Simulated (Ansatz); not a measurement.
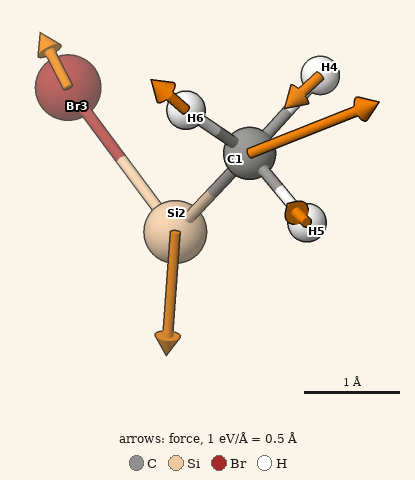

Starting geometry of CH₃BrSi (coarse preliminary run) with the computed forces as orange arrows. The picture is a ball-and-stick view, seen from a free direction.

The start comes from a force field.

Method: RKS PBE-D4/def2-SVP (Ansatz 0.2.0). Set-up: force threshold 0.03 eV/Å; at most 200 steps.

Q: Is this structure relaxed? If not, where do the atoms go?

A: It isn't relaxed: the largest force vector, on C1, is 3.37 eV/Å. The final displacements follow the starting forces only in part (cosine between the two patterns 0.54). The energy falls by 7.37 kcal/mol in 5 geometry steps. The largest force component goes from 3.1 to 0.026 eV/Å. The atom that moves furthest after the best rigid fit is Si2 (0.15 Å). By element the largest moves are Si 0.15 Å, Br 0.13 Å, H 0.10 Å, C 0.04 Å. Among the contacts that change: C1–Si2 1.794 → 1.915 Å, Si2–Br3 2.192 → 2.290 Å, C1–H4 1.155 → 1.113 Å, C1–H5 1.146 → 1.110 Å. Bond angles that change, for instance: C1–Si2–Br3 107.2° → 98.2°, H5–C1–H6 102.7° → 109.0°, Si2–C1–H6 115.9° → 111.3°. The run took about 12 core-seconds on a shared host.
